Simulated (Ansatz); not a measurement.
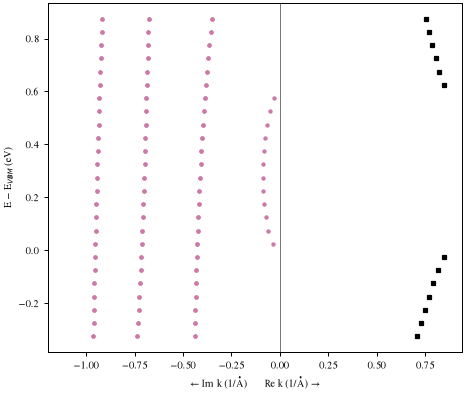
Complex bands at the centre of the two-dimensional zone; r2SCAN (Ansatz, a program for electronic structure)

The gap is the functional's own. No spin-orbit coupling. Mid-gap values are interpolated on the energy grid.

Q: This is PbSe (Fm-3m, rock salt, 2 atoms a cell, 28.9 Å³ an atom) along the normal of (111). Read off the slowest decay at the centre of the two-dimensional zone at 0.28 eV, the computed energy nearest the middle of the gap.

A: κ ≈ 0.09 1/Å, a decay length 1/(2κ) of the density of 5.8 Å.
